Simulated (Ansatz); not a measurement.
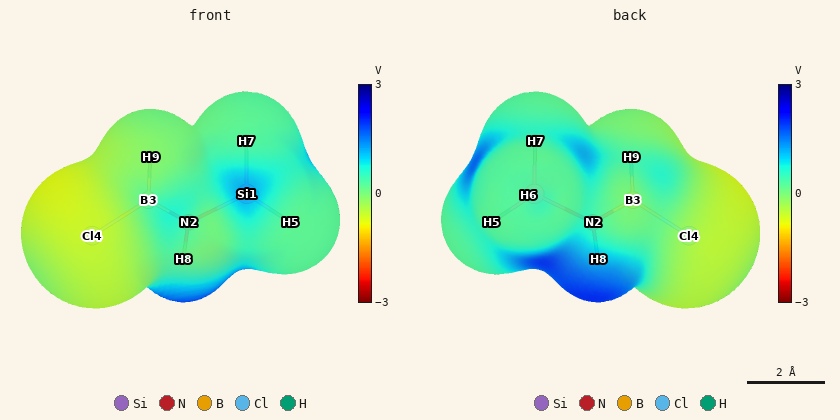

Figure. BClH5NSi (SMILES [SiH3]NBCl). The electrostatic potential painted on the density surface at 0.002 e/bohr³, seen from the front and from behind; the colour scale runs from red (negative) to blue (positive).

Level of theory: RKS B3LYP/def2-SVP (Ansatz 0.2.0).

```yaml
atoms:
  - { symbol: Si, position_ang: [0.0595, 1.3419, 0.1522] }
  - { symbol: N, position_ang: [-0.4494, -0.3506, 0.1731] }
  - { symbol: B, position_ang: [0.2541, -1.4564, -0.3219] }
  - { symbol: Cl, position_ang: [-0.4430, -3.0916, -0.2019] }
  - { symbol: H, position_ang: [-0.9109, 2.1635, -0.6277] }
  - { symbol: H, position_ang: [0.1079, 1.8798, 1.5424] }
  - { symbol: H, position_ang: [1.4053, 1.4025, -0.4725] }
  - { symbol: H, position_ang: [-1.3585, -0.5511, 0.5903] }
  - { symbol: H, position_ang: [1.3350, -1.3380, -0.8341] }
```

Question: Which sites attract a positive test charge, and which a negative one?

Answer: A positive charge is drawn to the negative regions and a negative charge to the positive ones. The most negative region (about −0.7 V) lies over Cl4, the most positive (about +2.0 V) over Si1 and H8.
